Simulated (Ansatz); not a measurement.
# Transmission past a defect: Ni wire along [111], 6 atoms a period, divacancy of Ni and Ni

Wanted: the relaxed defect and the transmission past it, beside the channels of the perfect wire.

Main program and level: Ansatz 0.2.0; DFT PBE, plane waves, PAW; relaxation of a wire's period, in the first sound run; inputs show where later runs differ.

### 1. The starting structure

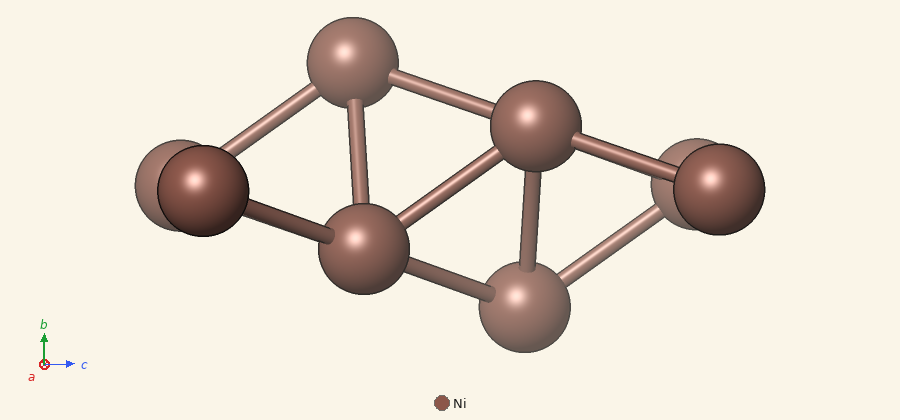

Start, viewed from the side, with the c axis across the page; nickel brown. Some periodic images of atoms are drawn too.

The cell holds 6 atoms: 6 Ni. Cell: a = 9.289 Å, b = 9.674 Å, c = 6.097 Å, α = 90.0°, β = 90.0°, γ = 90.0°. Vacuum lies along a and b. The structure's axis is c.

### 2. The relaxed wire

Band widths follow the bond lengths, so the wire is relaxed first. The atoms and the third cell vector are free; the box across stays fixed as vacuum. Moments are seeded so that a magnetic state can form if it lies lower. A Fermi-Dirac smearing is set since the result may be a metal. The pressure printed is a third of the stress's trace over the whole box, vacuum included; only the stress along the axis is relaxed.

File input.yaml:

```yaml
crystal:
  lattice:
    - [9.289, 0.0, 0.0]
    - [0.0, 9.674, 0.0]
    - [0.0, 0.0, 6.0968188426]
  atoms:
    - { symbol: Ni, position: [0.36602433, 0.500003513, 0.0], spin: 0.8 }
    - { symbol: Ni, position: [0.500000854, 0.425730514, 0.333333333], spin: 0.8 }
    - { symbol: Ni, position: [0.633977379, 0.648549511, 0.333333333], spin: 0.8 }
    - { symbol: Ni, position: [0.500000854, 0.574276512, 0.666666667], spin: 0.8 }
    - { symbol: Ni, position: [0.633977379, 0.351457515, 0.666666667], spin: 0.8 }
    - { symbol: Ni, position: [0.633977379, 0.500003513, 0.0], spin: 0.8 }
magnetization:
  spin_polarized: true
kpoints:
  mp_grid: { grid: [1, 1, 14] }
scf:
  occupations: { method: fermi_dirac, width: 0.05 }
hamiltonian:
  xc: pbe
relax:
  cell: { fix: [a, b, alpha, beta, gamma] }
  max_steps: 60
```

Launch:

```
$ ansatz run input.yaml --threads 4 --pin off --max-ram 16384MiB --backend cpu --events-out ev --progress --plain --runs-dir out
```

Numbers of over 12 decimals in the logs are rounded to 6 here.

Log:

```text
Engine: ansatz 0.2.0, aarch64-unknown-linux-gnu
Pseudopotentials: kind: paw
Pseudopotential: Ni, paw, valence charge 18, recommended cutoff 420 eV (normal), Ni.paw.azcp
Functional definition: PBE
  parameter kappa = 0.804
  parameter beta = 0.066725
  exchange = pbe_x(kappa = kappa, mu = beta*pi^2/3)
  correlation = pbe_c(beta = beta)
Crystal: 6 atoms, lattice volume = 547.871 Å³
Basis set: ecut = 420 eV, 10723 PW (Γ), exchange–correlation on 128×144×90 points (8 copies of the dense FFT grid, shifted against one another)
Bands: 68, of which v1, the nominal top of the filled ones, is band 54 counted from 1 (53 counted from 0)
Symmetry: 2 space group operations
Space group: P2 (ITA 3), of the structure as read, at distance tolerance 8.2e-5 Å
Magnetic group: BNS 3.1 (UNI 8), of the structure as read, at distance tolerance 8.2e-5 Å
k-points: 8 of 14
Non-local potential: Ni, projectors of the file, l = 0: 3, l = 1: 2, l = 2: 3, l = 3: 1
PAW form: soft (Blöchl's): semilocal exchange-correlation on the pseudo side does not see the compensation charge
PAW one-centre angular grid: Ni, 590 points (default); XC on 64 Gauss nodes
Initial density: superposition of atomic densities (neutral atoms: chi_scale 0, normalization atom)
Starting moments: Σ|m| = 4.8 μB on 6 of 6 sites
Initial wavefunctions: pseudopotential atomic-orbital guess
Functional: x = pbe(κ = 0.804, μ = 0.219515), c = pbe(β = 0.066725)
SCF iter   1: F=—  HF=-35017.941001 eV  |F-HF|=—  |Δ(HF+E_count)|=         —  Δρ=3.09e-2 (↑3.09e-2 ↓2.29e-2)  dr2=1.69e1  dr2_m=3.23e-1  M=4.929 μB ∫|m|=5.194 μB  β_m=0.30  ethr=3.10e-3  ⟨swp⟩=8.8  Hψ=4882  notcnv=0  defer=8
Mixer restart at iter 1: flushing history
preconditioner: auto → LDOS  [metal: Δε(μ)=0.012 eV  Ē_g=4.269 eV  σ=0.050 eV  W_gap=0.06  n_scr=76 (ndim 8)  ℏωp=12.3 eV  f_vac=0.685  D(μ)=27.26/eV (n_scr^D=260)]
spin=Collinear: LDOS preconditioning applied to the charge; magnetization (m = ρ↑ − ρ↓) channel mixes plain (no charge-response kernel on spin).
SCF iter   2: F=—  HF=-35020.284284 eV  |F-HF|=—  |Δ(HF+E_count)|=    2.34e0  Δρ=1.89e-2 (↑1.89e-2 ↓1.13e-2)  dr2=4.92e0  dr2_m=3.78e-1  M=5.434 μB ∫|m|=5.662 μB  β_m=0.48  ethr=3.10e-3  ⟨swp⟩=3.0  Hψ=2075  notcnv=0  defer=42
SCF iter   3: F=—  HF=-35024.325861 eV  |F-HF|=—  |Δ(HF+E_count)|=    4.04e0  Δρ=7.84e-3 (↑7.84e-3 ↓4.20e-3)  dr2=4.87e-1  dr2_m=7.55e-2  M=5.714 μB ∫|m|=6.049 μB  β_m=0.66  ethr=3.10e-3  ⟨swp⟩=3.8  Hψ=1905  notcnv=0  defer=42
SCF iter   4: F=—  HF=-35025.518174 eV  |F-HF|=—  |Δ(HF+E_count)|=    1.19e0  Δρ=3.88e-3 (↑3.88e-3 ↓3.60e-3)  dr2=1.83e-1  dr2_m=4.73e-3  M=5.619 μB ∫|m|=6.099 μB  β_m=0.55  ethr=4.51e-4  ⟨swp⟩=3.6  Hψ=2118  notcnv=0  defer=53
SCF iter   5: F=—  HF=-35025.466302 eV  |F-HF|=—  |Δ(HF+E_count)|=         —  Δρ=3.27e-3 (↑1.14e-3 ↓3.27e-3)  dr2=1.18e-2  dr2_m=1.64e-2  M=5.573 μB ∫|m|=6.066 μB  β_m=1.00  ethr=1.69e-4  ⟨swp⟩=2.9  Hψ=1798  notcnv=0  defer=57  κ⁻¹=4.4e-3(r=3)
SCF iter   6: F=—  HF=-35025.495204 eV  |F-HF|=—  |Δ(HF+E_count)|=   2.89e-2  Δρ=2.29e-3 (↑2.29e-3 ↓1.03e-3)  dr2=8.90e-3  dr2_m=1.24e-2  M=5.365 μB ∫|m|=5.900 μB  β_m=0.55  ethr=4.63e-5  ⟨swp⟩=2.4  Hψ=1865  notcnv=0  defer=58
SCF iter   7: F=—  HF=-35025.485883 eV  |F-HF|=—  |Δ(HF+E_count)|=   9.32e-3  Δρ=1.52e-3 (↑5.64e-4 ↓1.52e-3)  dr2=4.30e-3  dr2_m=5.09e-3  M=5.304 μB ∫|m|=5.837 μB  β_m=0.54  ethr=8.24e-6  ⟨swp⟩=2.0  Hψ=1724  notcnv=0  defer=58
SCF iter   8: F=—  HF=-35025.498273 eV  |F-HF|=—  |Δ(HF+E_count)|=   1.24e-2  Δρ=7.10e-4 (↑5.49e-4 ↓7.10e-4)  dr2=2.82e-3  dr2_m=8.62e-4  M=5.252 μB ∫|m|=5.794 μB  β_m=0.61  ethr=3.98e-6  ⟨swp⟩=2.0  Hψ=1813  notcnv=0  defer=58
SCF iter   9: F=—  HF=-35025.499058 eV  |F-HF|=—  |Δ(HF+E_count)|=   7.85e-4  Δρ=2.78e-4 (↑1.11e-4 ↓2.78e-4)  dr2=1.86e-4  dr2_m=1.21e-4  M=5.209 μB ∫|m|=5.757 μB  β_m=0.80  ethr=2.61e-6  ⟨swp⟩=2.0  Hψ=1724  notcnv=0  defer=58
SCF iter  10: F=—  HF=-35025.499279 eV  |F-HF|=—  |Δ(HF+E_count)|=   2.21e-4  Δρ=1.97e-4 (↑4.37e-5 ↓1.97e-4)  dr2=1.01e-4  dr2_m=5.44e-5  M=5.213 μB ∫|m|=5.756 μB  β_m=0.90  ethr=1.72e-7  ⟨swp⟩=2.0  Hψ=1740  notcnv=0  defer=58
SCF iter  11: F=—  HF=-35025.499405 eV  |F-HF|=—  |Δ(HF+E_count)|=   1.25e-4  Δρ=1.44e-4 (↑5.22e-5 ↓1.44e-4)  dr2=1.10e-4  dr2_m=1.87e-5  M=5.212 μB ∫|m|=5.754 μB  β_m=0.90  ethr=9.32e-8  ⟨swp⟩=2.0  Hψ=1910  notcnv=0  defer=58
SCF iter  12: F=—  HF=-35025.499416 eV  |F-HF|=—  |Δ(HF+E_count)|=   1.13e-5  Δρ=6.60e-5 (↑3.52e-5 ↓6.60e-5)  dr2=2.69e-5  dr2_m=2.97e-6  M=5.211 μB ∫|m|=5.753 μB  β_m=0.84  ethr=9.32e-8  ⟨swp⟩=2.0  Hψ=1942  notcnv=0  defer=58
SCF iter  13: F=—  HF=-35025.499424 eV  |F-HF|=—  |Δ(HF+E_count)|=   7.64e-6  Δρ=2.74e-5 (↑8.31e-6 ↓2.74e-5)  dr2=1.53e-6  dr2_m=1.37e-6  M=5.214 μB ∫|m|=5.755 μB  β_m=0.92  ethr=2.49e-8  ⟨swp⟩=2.0  Hψ=1712  notcnv=0  defer=58
SCF iter  14: F=—  HF=-35025.499427 eV  |F-HF|=—  |Δ(HF+E_count)|=   3.02e-6  Δρ=1.35e-5 (↑5.61e-6 ↓1.35e-5)  dr2=7.84e-7  dr2_m=1.93e-7  M=5.216 μB ∫|m|=5.757 μB  β_m=0.94  ethr=1.41e-9  ⟨swp⟩=2.1  Hψ=1750  notcnv=0  defer=58
SCF iter  15: F=—  HF=-35025.499427 eV  |F-HF|=—  |Δ(HF+E_count)|=   3.52e-7  Δρ=1.48e-5 (↑4.39e-6 ↓1.48e-5)  dr2=8.98e-7  dr2_m=1.96e-7  M=5.216 μB ∫|m|=5.757 μB  β_m=0.97  ethr=7.26e-10  ⟨swp⟩=2.0  Hψ=1871  notcnv=0  defer=58
SCF iter  16: F=—  HF=-35025.499427 eV  |F-HF|=—  |Δ(HF+E_count)|=   1.30e-8  Δρ=7.29e-6 (↑1.89e-6 ↓7.29e-6)  dr2=7.41e-8  dr2_m=8.78e-8  M=5.216 μB ∫|m|=5.757 μB  β_m=0.99  ethr=7.26e-10  ⟨swp⟩=2.0  Hψ=1559  notcnv=0  defer=58
SCF iter  17: F=—  HF=-35025.499427 eV  |F-HF|=—  |Δ(HF+E_count)|=   1.91e-7  Δρ=6.72e-6 (↑2.01e-6 ↓6.72e-6)  dr2=1.85e-7  dr2_m=4.96e-8  M=5.216 μB ∫|m|=5.757 μB  β_m=0.99  ethr=6.86e-11  ⟨swp⟩=2.0  Hψ=1804  notcnv=0  defer=58
SCF iter  18: F=—  HF=-35025.499427 eV  |F-HF|=—  |Δ(HF+E_count)|=   1.97e-7  Δρ=5.33e-6 (↑2.20e-6 ↓5.33e-6)  dr2=1.46e-7  dr2_m=2.50e-8  M=5.216 μB ∫|m|=5.757 μB  β_m=0.99  ethr=6.86e-11  ⟨swp⟩=2.1  Hψ=1936  notcnv=0  defer=58
SCF iter  19: F=—  HF=-35025.499427 eV  |F-HF|=—  |Δ(HF+E_count)|=   1.17e-7  Δρ=6.46e-6 (↑1.42e-6 ↓6.46e-6)  dr2=1.60e-7  dr2_m=4.31e-8  M=5.216 μB ∫|m|=5.757 μB  β_m=1.00  ethr=6.86e-11  ⟨swp⟩=2.0  Hψ=1954  notcnv=0  defer=58
SCF iter  20: F=—  HF=-35025.499427 eV  |F-HF|=—  |Δ(HF+E_count)|=   6.35e-8  Δρ=3.14e-6 (↑8.86e-7 ↓3.14e-6)  dr2=3.50e-8  dr2_m=1.09e-8  M=5.216 μB ∫|m|=5.757 μB  β_m=1.00  ethr=6.86e-11  ⟨swp⟩=2.0  Hψ=1930  notcnv=0  defer=58
[...]
Basis set: ecut = 420 eV, 9191 PW (Γ), exchange–correlation on 128×144×72 points (8 copies of the dense FFT grid, shifted against one another)
Initial wavefunctions: pseudopotential atomic-orbital guess (no wavefunctions were taken with the density)
iter 1 solved again at ethr=3.65e-6 eV; its pass at ethr=3.10e-3 eV (dr2=3.94e-3 eV) is discarded
SCF iter   1: F=—  HF=-35027.703093 eV  |F-HF|=—  |Δ(HF+E_count)|=         —  Δρ=4.91e-4 (↑1.24e-4 ↓4.91e-4)  dr2=9.28e-4  dr2_m=2.41e-4  M=5.050 μB ∫|m|=5.521 μB  β_m=0.65  ethr=3.65e-6  ⟨swp⟩=3.1  Hψ=7621  notcnv=0
preconditioner: auto → LDOS  [metal: Δε(μ)=0.038 eV  Ē_g=4.745 eV  σ=0.050 eV  W_gap=0.19  n_scr=22 (ndim 8)  ℏωp=13.3 eV  f_vac=0.722  D(μ)=11.67/eV (n_scr^D=74)]
spin=Collinear: LDOS preconditioning applied to the charge; magnetization (m = ρ↑ − ρ↓) channel mixes plain (no charge-response kernel on spin).
SCF iter   2: F=—  HF=-35027.703102 eV  |F-HF|=—  |Δ(HF+E_count)|=   9.25e-6  Δρ=1.45e-4 (↑1.43e-4 ↓1.45e-4)  dr2=3.67e-4  dr2_m=8.90e-7  M=5.040 μB ∫|m|=5.513 μB  β_m=0.55  ethr=8.59e-7  ⟨swp⟩=2.0  Hψ=1212  notcnv=0
SCF iter   3: F=—  HF=-35027.703056 eV  |F-HF|=—  |Δ(HF+E_count)|=   4.60e-5  Δρ=9.55e-5 (↑8.74e-5 ↓9.55e-5)  dr2=3.06e-5  dr2_m=3.12e-5  M=5.030 μB ∫|m|=5.504 μB  β_m=0.78  ethr=3.40e-7  ⟨swp⟩=1.0  Hψ=1088  notcnv=0
SCF iter   4: F=—  HF=-35027.703145 eV  |F-HF|=—  |Δ(HF+E_count)|=   8.93e-5  Δρ=1.46e-4 (↑1.46e-4 ↓8.14e-5)  dr2=1.48e-4  dr2_m=5.31e-6  M=5.028 μB ∫|m|=5.502 μB  β_m=0.78  ethr=2.83e-8  ⟨swp⟩=2.0  Hψ=2166  notcnv=0
SCF iter   5: F=—  HF=-35027.703108 eV  |F-HF|=—  |Δ(HF+E_count)|=   3.72e-5  Δρ=3.02e-5 (↑3.02e-5 ↓1.62e-5)  dr2=1.01e-5  dr2_m=1.39e-6  M=5.022 μB ∫|m|=5.497 μB  β_m=0.68  ethr=2.83e-8  ⟨swp⟩=2.0  Hψ=1825  notcnv=0
SCF iter   6: F=—  HF=-35027.703106 eV  |F-HF|=—  |Δ(HF+E_count)|=   1.96e-6  Δρ=1.30e-5 (↑1.30e-5 ↓7.92e-6)  dr2=4.22e-7  dr2_m=3.48e-7  M=5.020 μB ∫|m|=5.495 μB  β_m=0.73  ethr=9.36e-9  ⟨swp⟩=2.0  Hψ=1570  notcnv=0
SCF iter   7: F=—  HF=-35027.703106 eV  |F-HF|=—  |Δ(HF+E_count)|=   7.07e-9  Δρ=5.81e-6 (↑2.32e-6 ↓5.81e-6)  dr2=1.64e-7  dr2_m=2.95e-8  M=5.019 μB ∫|m|=5.494 μB  β_m=0.69  ethr=3.91e-10  ⟨swp⟩=2.0  Hψ=1784  notcnv=0
SCF iter   8: F=—  HF=-35027.703106 eV  |F-HF|=—  |Δ(HF+E_count)|=   3.82e-8  Δρ=1.53e-6 (↑1.38e-6 ↓1.53e-6)  dr2=7.18e-9  dr2_m=6.39e-9  M=5.019 μB ∫|m|=5.494 μB  β_m=0.74  ethr=1.52e-10  ⟨swp⟩=2.0  Hψ=1576  notcnv=0
SCF iter   9: F=—  HF=-35027.703106 eV  |F-HF|=—  |Δ(HF+E_count)|=   4.15e-9  Δρ=6.99e-7 (↑5.90e-7 ↓6.99e-7)  dr2=2.77e-9  dr2_m=7.08e-10  M=5.019 μB ∫|m|=5.494 μB  β_m=0.75  ethr=6.65e-12  ⟨swp⟩=2.0  Hψ=1955  notcnv=0
SCF iter  10: F=—  HF=-35027.703105 eV  |F-HF|=—  |Δ(HF+E_count)|=   9.50e-7  Δρ=3.83e-7 (↑2.73e-7 ↓3.83e-7)  dr2=6.11e-10  dr2_m=2.24e-10  M=5.019 μB ∫|m|=5.494 μB  β_m=0.87  ethr=2.56e-12  ⟨swp⟩=3.9  Hψ=2259  notcnv=0
SCF iter  11: F=—  HF=-35027.703105 eV  |F-HF|=—  |Δ(HF+E_count)|=   6.05e-9  Δρ=2.16e-7 (↑1.35e-7 ↓2.16e-7)  dr2=2.36e-10  dr2_m=4.50e-11  M=5.019 μB ∫|m|=5.494 μB  β_m=0.94  ethr=1.00e-12  ⟨swp⟩=2.1  Hψ=1613  notcnv=0
SCF iter  12: F=—  HF=-35027.703105 eV  |F-HF|=—  |Δ(HF+E_count)|=  1.16e-10  Δρ=1.04e-7 (↑8.15e-8 ↓1.04e-7)  dr2=8.90e-11  dr2_m=1.05e-11  M=5.019 μB ∫|m|=5.494 μB  β_m=0.77  ethr=1.00e-12  ⟨swp⟩=2.0  Hψ=1602  notcnv=0
SCF iter  13: F=—  HF=-35027.703105 eV  |F-HF|=—  |Δ(HF+E_count)|=  1.02e-10  Δρ=8.56e-8 (↑7.39e-8 ↓8.56e-8)  dr2=5.92e-11  dr2_m=1.24e-12  M=5.019 μB ∫|m|=5.494 μB  β_m=0.59  ethr=1.00e-12  ⟨swp⟩=2.0  Hψ=1310  notcnv=0
SCF iter  14: F=-35027.703105 eV  HF=-35027.703105 eV  |F-HF|=2.91e-11  |Δ(HF+E_count)|=    0.00e0  Δρ=7.30e-8 (↑1.43e-8 ↓7.30e-8)  dr2=2.49e-11  dr2_m=5.46e-12  M=5.019 μB ∫|m|=5.494 μB  ethr=1.00e-12  ⟨swp⟩=3.0  Hψ=3321  notcnv=0
SCF 14 converged in 14 iterations: F = -35027.703105 eV  dr2 = 2.49e-11
relax step  14: F+E_penalty+E_count = -35027.70310501 eV  Δ(F+E_penalty+E_count) = +7.438e-3 eV  max|allowed force component| = 1.725e-3 eV/Å  Δτ_max = 0.0000 Å  P = +0.025 GPa  Ω = 468.538 Å³  fix = [a, b, alpha, beta, gamma]  reactions: a +0.006, b +0.070 GPa; alpha -0.004 GPa/rad  stress off target by 4.69e-4 GPa on what of the cell is left free  SCF on the basis re-selected at this cell (its energy is not comparable with the rows above)  (14 SCF iters)
basis re-selected at this cell: Δ(F+E_penalty+E_count) = +7.438e-3 eV, ΔP = +0.003 GPa vs the last step (what re-selecting the basis moved, of the pressure what is left beyond the Pulay correction that the steps carried, after the strain that the cell walked since its last selection, with what the two solves' SCF thresholds leave and, on support functions, any second-order correction that the steps lacked; it is no measure of the basis error at this ecutwfc). The dense FFT grid was sized anew with the basis: this SCF ran on 64×72×36 points, the steps before it on 64×72×45, so part of this shift can come from that change (see relax.cell in the input reference). [rest of the remark cut]
SCF converged after 14 iterations
Magnetization: 5.0187 μB (56.5094 up, 51.4906 down)
Absolute magnetization: 5.4973 μB (∫|ρ↑−ρ↓|, with the PAW one-centre terms)
Spin contamination: 0.0785 ħ² per cell (⟨S²⟩ above its minimum at these occupations)
Per-site moments (μB) at R_I (Å): [(0.815774, 0.947008), (0.812886, 0.938209), (0.831350, 0.942724), (0.812886, 0.938209), (0.831350, 0.942724), (0.815775, 0.947023)]
Free energy (F): -35027.703105 eV
Harris-Foulkes:  -35027.703105 eV  (|F-HF|=2.91e-11)
Internal energy: -35027.605003 eV  (E = F + TS)
E sigma→0 (E₀):  -35027.654054 eV
Entropy (-TS):   -0.098102 eV (-16.350 meV/atom)
Fermi energy:    -1.050163 eV
--- Per-component energies (eV) ---
  E_band       = -3731.780112
  E_kinetic    = 1690.772223
  E_local      = -65070.469424  (includes V_loc(G=0)·N_el)
  E_nonlocal   = 3852.997600
  E_hartree    = 29819.555146
  E_xc         = -493.307620
  E_vxc        = -634.458495  (∫ρ·V_xc dr)
  E_paw        = -9810.338161  (= ΣΔE_a)
  E_vpaw       = -3209.734734  (= ΣTr[D̂ρ^β])
  E_aug_tail   = 0.002889  (compensation charges beyond the density's cutoff)
  E_ewald      = 4983.182345
  E_smearing   = -0.098102  (= −TS)
  E_closure    = 0.000000  (closes the sum)
  Σ components = -35027.703105   (vs F -35027.703105, Δ=0.00e0)
--- Forces (eV/Å), atoms counted from 1 ---
  atom   1  Ni     0.00062147     0.00000000     0.00000000
  atom   2  Ni     0.00012098     0.00025935    -0.00049963
  atom   3  Ni     0.00000080     0.00094027    -0.00172533
  atom   4  Ni     0.00012098    -0.00025935     0.00049963
  atom   5  Ni     0.00000080    -0.00094027     0.00172533
  atom   6  Ni    -0.00088145     0.00000000    -0.00000000
  max |Σ_I F_I| component: 1.64e-5 eV/Å
--- Stress (GPa, compression-positive) ---
        0.005966       0.000000       0.000000
        0.000000       0.069582       0.004440
        0.000000       0.004440      -0.000469
  P = ⅓ Tr σ = 0.0250 GPa (0.250 kbar)
--- Relaxed structure (13 steps of the walk, 13 accepted, 1 SCFs on fresh bases) ---
  F+E_penalty+E_count = -35027.70310501 eV   max|allowed force component| = 1.725e-3 eV/Å   (the final SCF, on the basis selected at the relaxed cell)
  cell:  # Å, volume = 468.5383 Å³
    - [9.289, 0.0, 0.0]
    - [0.0, 9.674, 0]
    - [0.0, 0, 5.213988]
  atoms:
    - { symbol: Ni, position: [0.417995, 0.500003513, 0] }
    - { symbol: Ni, position: [0.544657, 0.417092, 0.345381] }
    - { symbol: Ni, position: [0.544661, 0.659523, 0.239985] }
    - { symbol: Ni, position: [0.544657, 0.582916, 0.654619] }
    - { symbol: Ni, position: [0.544661, 0.340484, 0.760015] }
    - { symbol: Ni, position: [0.671327, 0.500003513, 0] }
```

The job ended after 4.8 min (4 threads of Arm Neoverse V2, shared host; peak memory 1.4 GiB; 19 min of CPU time).

(Continued in part 2 of 5.)

[Logs are printed without paths, hosts, clocks, repeated set-up lines and the standing remarks that a program may print on its own settings, such as how far it seeks lower states.]

[Hosts, paths, dates, database ids (printed as entryN), source tags and the programs' standing remarks are cut or masked in the printed files.]
